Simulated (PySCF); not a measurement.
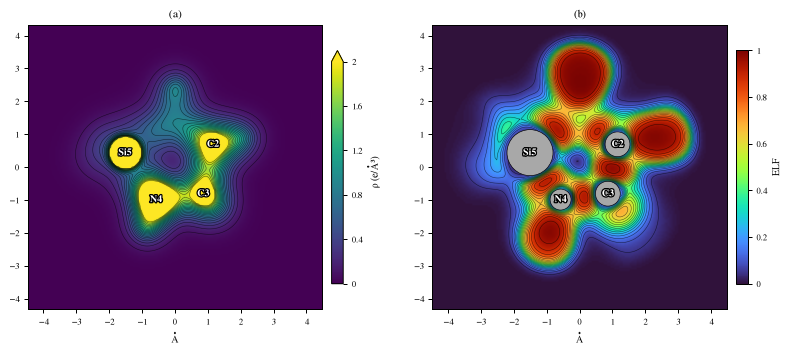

*C₃H₇F₂NSi. (a) electron density; (b) ELF on the plane of atoms C2, C3 and N4. Grey discs cover the atomic cores in the ELF map.*

Geometry: GFN2-xTB.

Computed with PySCF, CAM-B3LYP/def2-SVPD, SCF density, gas phase.

| atom | x (Å) | y (Å) | z (Å) |
| --- | --- | --- | --- |
| F | -1.4385 | -0.0332 | 1.5173 |
| C | -1.1760 | 0.2772 | 0.1906 |
| C | -0.7411 | -1.0072 | -0.5193 |
| N | 0.7005 | -1.1092 | -0.4256 |
| Si | 1.4945 | 0.2034 | 0.3195 |
| F | 2.7309 | 0.6760 | -0.6060 |
| C | -0.0454 | 1.2940 | 0.1482 |
| H | -2.1237 | 0.6589 | -0.2070 |
| H | -1.2355 | -1.8591 | -0.0412 |
| H | -1.0500 | -0.9725 | -1.5713 |
| H | 1.0736 | -2.0252 | -0.6028 |
| H | 2.0645 | 0.0507 | 1.6453 |
| H | -0.1892 | 2.0282 | 0.9359 |
| H | -0.0653 | 1.8175 | -0.8056 |

> Describe what can be read from this map.

Atoms in the plane: C, N and Si.
C–N (1.45 Å): ρ is about 1.9 e/Å³ halfway; the ELF peaks at about 0.90 between the atoms; a shared electron pair.
C–C (1.53 Å): ρ at the midpoint is about 1.7 e/Å³; the ELF peaks at about 1 between the atoms; localised, covalent bonding.
Si–N (1.71 Å): the density is about 1.1 e/Å³ at the midpoint; the ELF peaks at about 0.90 between the atoms, as expected for a polar covalent bond.
